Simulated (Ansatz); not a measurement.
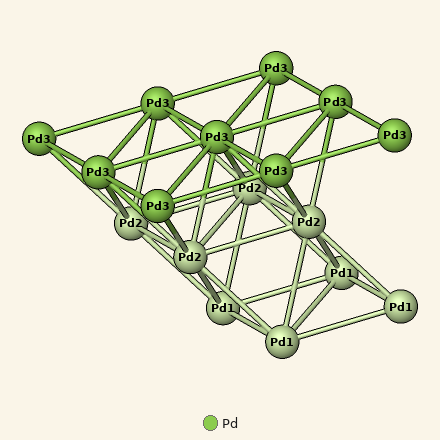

The system is Cl on a Pd(111) slab cut from the Fm-3m phase, its upper half relaxed before the scan (3 atoms of substrate and one adsorbate in a 1 × 1 cell); the picture shows it without the atoms that are moved over the map. Cl is moved over the surface cell; relaxed at each place: the height of the adsorbate's atoms; substrate rigid; the origin of the map has the adsorbate above Pd3. Places are given modulo a cell vector. The map is drawn in real space over the plane of the surface. The grid has 6 × 6 points; 10 points were computed and 26 follow by symmetry. Energies: meV, counted from the lowest grid point. With one adsorbate in each 1 × 1 cell, its nearest image is 2.8 Å away, so neighbouring adsorbates interact. Theory: DFT PBE, scalar-relativistic, plane waves, PAW in Ansatz 0.2.0. Settings: cutoff 420 eV, k-mesh 12×12×1, gaussian smearing 0.1 eV, no spin polarisation.

Range: position of Cl4 along the first surface vector from 0.000 to 0.833; position of Cl4 along the second surface vector from 0.000 to 0.833.

> Predict the map.

The lowest grid point is at the top site over a surface Pd atom, (0/6, 0/6) of the cell vectors. The highest grid point, a threefold hollow over a second-layer Pd atom, (2/6, 4/6) of the cell vectors, lies 313 meV above the lowest. On the interpolated surface the easiest way out of the lowest well to its copy in the next cell or period passes a barrier of about 270 meV. At the lowest point the adsorbate has 1 Pd at 2.30 Å as nearest neighbours, at the highest 3 Pd at 2.71 Å. Its relaxed height above the top atom is 2.30 Å at the lowest and 2.19 Å at the highest point.

```tsv
second ↓, first →	0/6	1/6	2/6	3/6	4/6	5/6
5/6	84	197	286	286	197	84
4/6	230	286	313	286	230	200
3/6	270	286	286	270	269	269
2/6	230	197	230	269	274	269
1/6	84	84	200	269	269	200
0/6	0	84	230	270	230	84
```

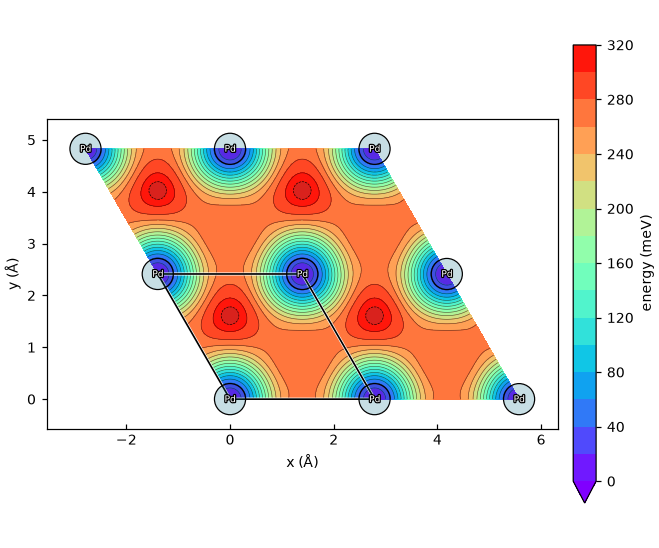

The picture shows filled contours, labelled circles for the atoms of the top layer and small ones for the second layer, the outline of one cell of the 2 × 2 shown. Between grid points the surface is interpolated.

The whole map (10 points run) took 4.1 min on 1 thread of AMD EPYC 9R45 96-Core Processor (Zen 5), on a shared host.
